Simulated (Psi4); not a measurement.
# A workflow on [NO2]− (SMILES O=N[O-])

Aim: a structure relaxation (HF-3c/MINIX), then the harmonic vibrations, then the energy (MP2/def2-TZVPP) of [NO2]−. 

Program for the calculation: Psi4 1.11.

## 1. The system as given

[NO2]−: 3 atoms, total charge -1, spin state singlet. As SMILES, `O=N[O-]`. Geometry: relaxed at GFN2-xTB. The run starts from this shape.

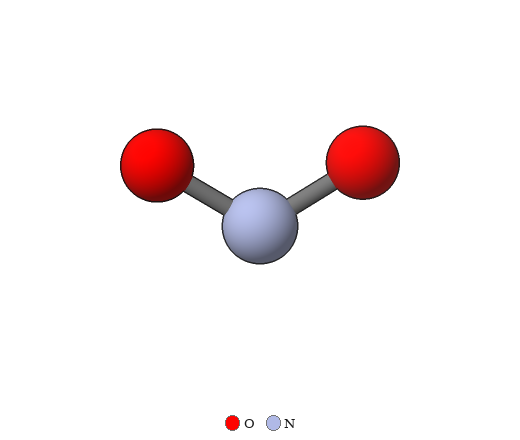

Viewed from a chosen angle; oxygen red, nitrogen light blue.

## 2. A geometry optimisation at HF-3c/MINIX (density fitting) (run 1)

no2.inp reads:

```
memory 1600 mb

molecule system {
  -1 1
  O      0.332300     1.015250     0.295330
  N      0.330220    -0.248730     0.154080
  O     -0.662520    -0.766520    -0.449410
  units angstrom
  symmetry c1
}

set {
  geom_maxiter 60
}

e, wfn = optimize("hf-3c", return_wfn=True)
print_variables()
```

Launch:

```sh
psi4 -n 1 no2.inp no2.out
```

no2.out:

```text
Psi4 1.11 release

gradient() will perform analytic gradient computation.

   => Loading Basis Set <=

    Name: MINIX
    Role: ORBITAL
    Keyword: BASIS

   => HF3C: Empirical Dispersion <=

        s6 =       1.000000
        s8 =       0.877700
        a1 =       0.417100
        a2 =       2.914900

         ---------------------------------------------------------
                                   SCF
                              RHF Reference
                        1 Threads,   1525 MiB Core
         ---------------------------------------------------------

  ==> Geometry <==

    Molecular point group: c1
    Full point group: Cs

    Geometry (in Angstrom), charge = -1, multiplicity = 1:

[... 97 lines left out ...]
   @DF-RHF iter   5:  -202.71350698790013   -5.29637e-05   1.52905e-04 DIIS/ADIIS
[... 36 lines left out ...]
    Two-Electron Energy =                 147.4941896265194714
[... 221 lines left out ...]
   @DF-RHF iter   2:  -202.71377270326161   -3.15474e-05   2.14044e-04 DIIS/ADIIS
[... 22 lines left out ...]
    Two-Electron Energy =                 148.0397137791644582
[... 169 lines left out ...]
   @DF-RHF iter   2:  -202.71379381394553   -2.49510e-05   1.45681e-04 DIIS/ADIIS
[... 22 lines left out ...]
    One-Electron Energy =                -413.3009641387891406
[... 169 lines left out ...]
   @DF-RHF iter   1:  -202.71381878445862   -1.47293e-03   1.29102e-04 DIIS/ADIIS
[... 36 lines left out ...]
    One-Electron Energy =                -413.2569740828956242
[... 141 lines left out ...]
  "SCF TOTAL ENERGY"                  =>    -202.713823827268
[... 2 lines left out ...]
  Array Variable Map:
  ----------------------------------------------------------------------------
  "-D GRADIENT"                       =>       0.008248802939 ... -0.000000000000 3 by 3
  "CURRENT DIPOLE"                    =>       0.147085259430 ... 0.000000000000 1 by 3
  "CURRENT GRADIENT"                  =>       0.000019902594 ... 0.000000000000 3 by 3
  "DISPERSION CORRECTION GRADIENT"    =>       0.000321128066 ... -0.000000000000 3 by 3
  "HF TOTAL GRADIENT"                 =>       0.000019902594 ... 0.000000000000 3 by 3
  "HF3C DISPERSION CORRECTION GRADIENT" =>       0.000321128066 ... -0.000000000000 3 by 3
  "SCF DIPOLE"                        =>       0.147085259430 ... 0.000000000000 1 by 3
  "SCF TOTAL ENERGIES"                =>    -202.712345851161 ... -202.713823827268 1 by 9
  "SCF TOTAL GRADIENT"                =>       0.000019902594 ... 0.000000000000 3 by 3

    Psi4 run time: 0:00:02.25

[set-up sections that repeat, and orbital energies of the middle runs, are left out above]
```

Standard output:

```text
Optimizer: Optimization complete!
```

It took 2.9 s on 1 thread of AMD EPYC 9B45 (Zen 5), shared host; peak memory 0.21 GiB.

Steps, from the record of the run:

| step | energy from the first frame kept (eV) | largest force (eV/Å) |
| --- | --- | --- |
| 0 | 0.0000 | 0.8010 |
| 1 | -0.0072 | 0.1718 |
| 2 | -0.0077 | 0.2560 |
| 3 | -0.0084 | 0.0035 |

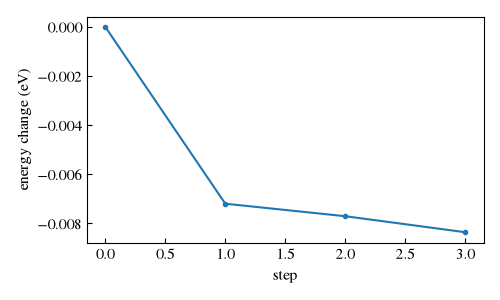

Energy along the run.

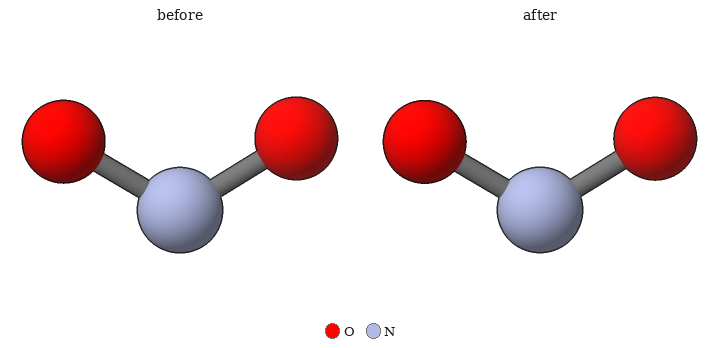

Before and after, at one scale.

After the run. Bond lengths: O1–N2 1.262 Å, N2–O3 1.262 Å. Angles: O1–N2–O3 117.2°.

## 3. The harmonic vibrations at HF-3c/MINIX (density fitting) (run 2)

job.inp reads:

```
memory 1600 mb

molecule {
  -1 1
  O
  N 1 R2
  O 2 R3 1 A3

  R2 = 1.261677
  R3 = 1.261681
  A3 = 117.15809
  symmetry c1
}

set {
  t 600.0
  rotational_symmetry_number 2
}

e, wfn = freq('hf-3c', return_wfn=True)
print_variables()
```

Launch:

```sh
psi4 -i job.inp -o job.out -n 1
```

job.out:

```text
Psi4 1.11 release

gradient() will perform analytic gradient computation.

   => Loading Basis Set <=

    Name: MINIX
    Role: ORBITAL
    Keyword: BASIS

   => HF3C: Empirical Dispersion <=

        s6 =       1.000000
        s8 =       0.877700
        a1 =       0.417100
        a2 =       2.914900

         ---------------------------------------------------------
                                   SCF
                              RHF Reference
                        1 Threads,   1525 MiB Core
         ---------------------------------------------------------

  ==> Geometry <==

    Molecular point group: c1
    Full point group: Cs

    Geometry (in Angstrom), charge = -1, multiplicity = 1:

[... 90 lines left out ...]
                           Total Energy        Delta E     RMS |[F,P]|
[... 7 lines left out ...]
   @DF-RHF iter   6:  -202.71382379746726   -7.97225e-06   1.02894e-05 DIIS
[... 23 lines left out ...]
    Final Occupation by Irrep:
[... 28 lines left out ...]
 Dipole Y            :         -0.0947350            0.0016960           -0.0930390
[... 191 lines left out ...]
   @DF-RHF iter   4:  -202.71377127567362   -5.26449e-04   3.34667e-04 ADIIS/DIIS
[... 6 lines left out ...]
   @DF-RHF iter  11:  -202.71382382728251    0.00000e+00   2.68969e-09 DIIS
[... 31 lines left out ...]
    Total Energy =                       -202.7138238272825106
[... 153 lines left out ...]
  projected mass-weighted Hessian: Symmetric? True   Hermitian? True   Lin Dep Dim?  6 (6)
[... 128 lines left out ...]
  "SCF DIPOLE GRADIENT"               =>      -0.584149020414 ... -0.419567372425 9 by 3
[... 4 lines left out ...]
    Psi4 run time: 0:00:02.11
```

It took 2.8 s on 1 thread of AMD EPYC 9B45 (Zen 5), shared host; peak memory 0.22 GiB.

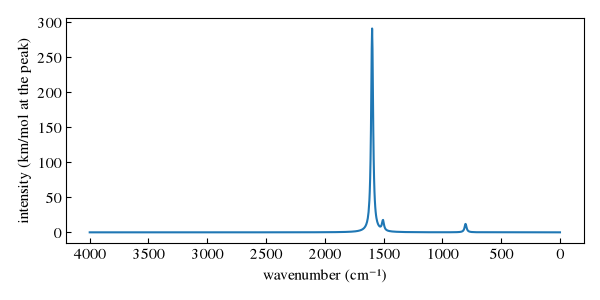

Harmonic infrared spectrum, unscaled, lines broadened by 10 cm⁻¹.

## 4. The energy at MP2/def2-TZVPP (density fitting, density fitting for correlation) (run 3)

no2.py reads:

```python
import psi4

psi4.set_memory(1600000000)
psi4.set_num_threads(1)
psi4.set_output_file('no2.out', False)

molecule = psi4.geometry("""
-1 1
O      0.328873     1.006782     0.292506
N      0.328096    -0.247168     0.153085
O     -0.657234    -0.759419    -0.445715
symmetry c1
""")

psi4.set_options({
    'basis': 'def2-TZVPP',
    'num_frozen_docc': 3,
})

e = psi4.energy("mp2")
print('E =', round(e, 9))
```

Launch:

```sh
python no2.py
```

no2.out:

```text
Psi4 1.11 release

    SCF Algorithm Type (re)set to DF.

   => Loading Basis Set <=

    Name: DEF2-TZVPP
    Role: ORBITAL
    Keyword: BASIS

         ---------------------------------------------------------
                                   SCF
                              RHF Reference
                        1 Threads,   1525 MiB Core
         ---------------------------------------------------------

  ==> Geometry <==

    Molecular point group: c1
    Full point group: Cs

    Geometry (in Angstrom), charge = -1, multiplicity = 1:

       Center              X                  Y                   Z               Mass
    ------------   -----------------  -----------------  -----------------  -----------------
         O            0.444881246391     1.000696257747     0.000000000000    15.994914619570
         N            0.377002459007    -0.259153690339    -0.000000000000    14.003074004430
         O           -0.774935733013    -0.773814877593    -0.000000000000    15.994914619570

  Running in c1 symmetry.

[... 85 lines left out ...]
   @DF-RHF iter   1:  -204.05938386431291   -9.17026e-01   5.77480e-03 ADIIS/DIIS
[... 2 lines left out ...]
   @DF-RHF iter   4:  -204.16473053882399   -1.09907e-03   1.44523e-04 ADIIS/DIIS
[... 2 lines left out ...]
   @DF-RHF iter   7:  -204.16494169811969   -6.06245e-06   4.72616e-06 DIIS
[... 2 lines left out ...]
   @DF-RHF iter  10:  -204.16494200459309   -8.40032e-10   4.92074e-08 DIIS
[... 2 lines left out ...]
  Energy and wave function converged.
[... 31 lines left out ...]
    Nuclear Repulsion Energy =             62.7032520706597580
[... 2 lines left out ...]
    Total Energy =                       -204.1649420046183252
[... 16 lines left out ...]
 Dipole Z            :          0.0000000            0.0000000            0.0000000
[... 40 lines left out ...]
	-----------------------------------------------------------
	 ==================> DF-MP2 Energies <====================
	-----------------------------------------------------------
	 Reference Energy          =    -204.1649420046183252 [Eh]
	 Singles Energy            =      -0.0000000000000000 [Eh]
	 Same-Spin Energy          =      -0.1842027253018014 [Eh]
	 Opposite-Spin Energy      =      -0.5018998698103161 [Eh]
	 Correlation Energy        =      -0.6861025951121176 [Eh]
	 Total Energy              =    -204.8510445997304430 [Eh]
	-----------------------------------------------------------
	 ================> DF-SCS-MP2 Energies <==================
	-----------------------------------------------------------
	 SCS Same-Spin Scale       =       0.3333333333333333 [-]
	 SCS Opposite-Spin Scale   =       1.2000000000000000 [-]
	 SCS Same-Spin Energy      =      -0.0614009084339338 [Eh]
	 SCS Opposite-Spin Energy  =      -0.6022798437723793 [Eh]
	 SCS Correlation Energy    =      -0.6636807522063131 [Eh]
	 SCS Total Energy          =    -204.8286227568246431 [Eh]
	-----------------------------------------------------------

	total time  =          0 seconds =       0.00 minutes
```

Standard output:

```text
E = -204.8510446
```

Run time: 1.1 s. Hardware: 1 thread of AMD EPYC 9B45 (Zen 5), shared host; peak memory 0.21 GiB.

## 5. Outcome

| quantity | value |
| --- | --- |
| run 1, HF-3c/MINIX: total energy at the end | -202.71382 Eh |
| run 1, HF-3c/MINIX: HOMO energy | -0.50 eV |
| run 1, HF-3c/MINIX: LUMO energy | 14.02 eV |
| run 1, HF-3c/MINIX: HOMO–LUMO gap | 14.51 eV |
| run 2, HF-3c/MINIX: lowest harmonic wavenumber | 803 cm⁻¹ |
| run 2, HF-3c/MINIX: highest harmonic wavenumber | 1598 cm⁻¹ |
| run 2, HF-3c/MINIX: zero-point energy | 23.4 kJ/mol |
| run 2, HF-3c/MINIX: ideal-gas entropy at 600 K (symmetry number 2 as used) | 63.3 cal/(mol K) |
| run 3, MP2/def2-TZVPP: total energy | -204.85104 Eh |
| run 3, MP2/def2-TZVPP: HOMO energy (Hartree–Fock orbitals) | -4.06 eV |
| run 3, MP2/def2-TZVPP: LUMO energy (Hartree–Fock orbitals) | 10.37 eV |
| run 3, MP2/def2-TZVPP: HOMO–LUMO gap (Hartree–Fock orbitals) | 14.44 eV |
| run 3, MP2/def2-TZVPP: correlation energy (3 core orbitals frozen) | -686.1 mEh |

The optimisation (run 1, HF-3c/MINIX) took 4 steps and changed the energy by -0.008 eV. All 3 modes are real, so the shape is a minimum at this level.
